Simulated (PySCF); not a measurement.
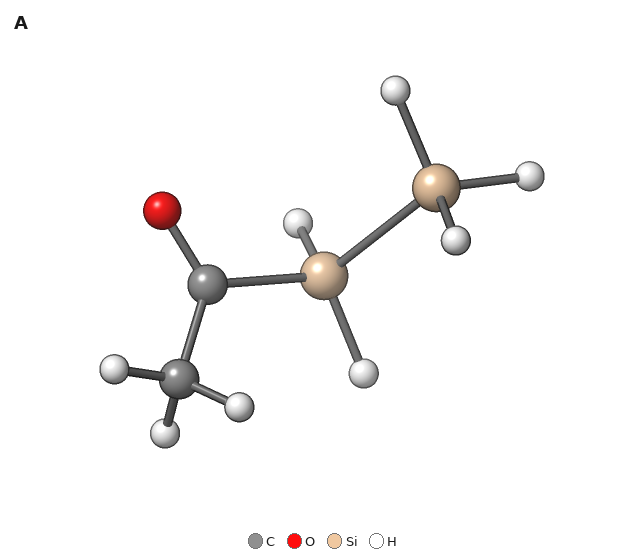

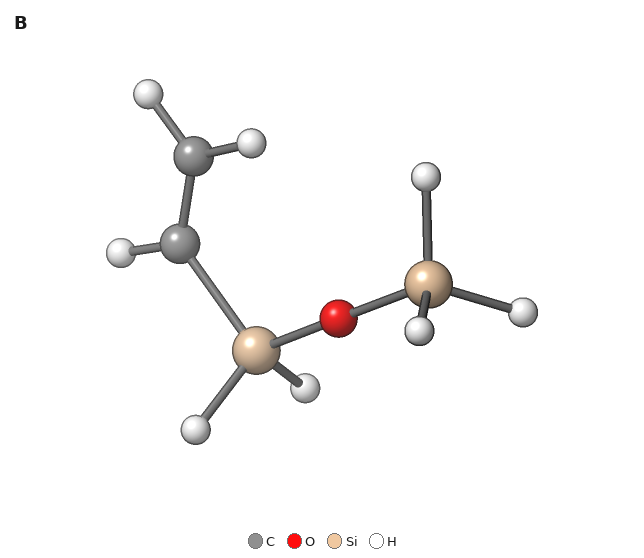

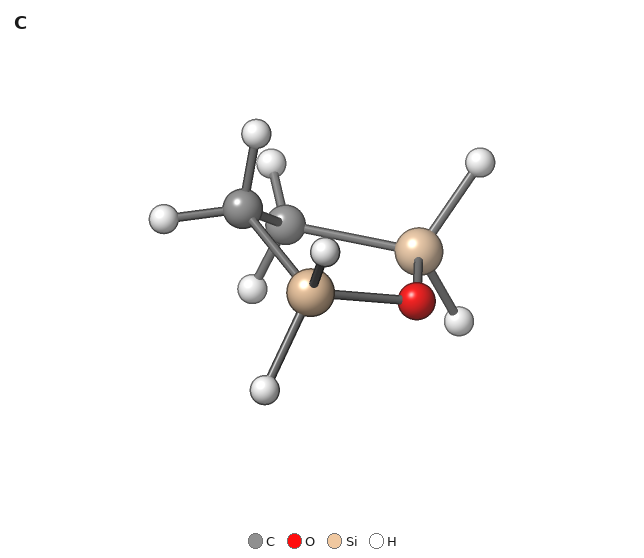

3 stationary structures of one formula. Geometries: PBE0-D3(BJ)/def2-SVP. Electronic energies: PBE0-D3(BJ)/def2-SVP (PySCF 2.14.0), without zero-point energy. No frequency run is at hand to confirm each as a minimum. Each is one conformer, not always the lowest.

How are they related?

Answer. They are constitutional isomers of C2H8OSi2: A `CC(=O)[SiH2][SiH3]`, B `C=C[SiH2]O[SiH3]`, C `C1C[SiH2]O[SiH2]1`.

Which is lowest in energy, and by how much?

Answer. C is lowest; B lies 28.1 kcal/mol above it, A lies 65.9 kcal/mol above it.
